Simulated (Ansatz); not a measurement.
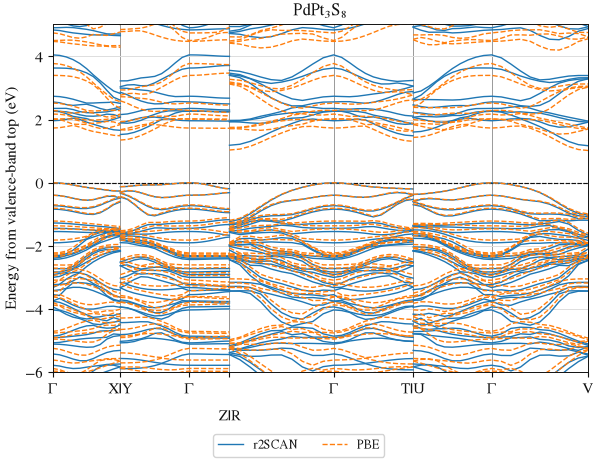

Band structures of PdPt3S8, space group P-1 (No. 2), 12 atoms in the cell, by two methods on the same cell. Each is counted from its own valence-band top.

How do the methods compare?

r2SCAN gives a gap of 1.17 eV along the path and PBE gives a gap of 1.02 eV along the path. Over the top 3 filled bands the two differ by 0.02 eV on average.

Settings. r2SCAN: DFT r2SCAN, scalar-relativistic, plane waves, PAW, no spin polarisation, 6×6×4 k mesh, 500 eV cutoff (Ansatz 0.2.0). PBE: DFT PBE, scalar-relativistic, plane waves, PAW, no spin polarisation, 6×6×4 k mesh, 420 eV cutoff, Gaussian smearing of 0.02 eV (Ansatz 0.2.0).

The structure is an invented one, so it need not be a known or stable phase. Spin-orbit coupling is left out, which matters for Pt.
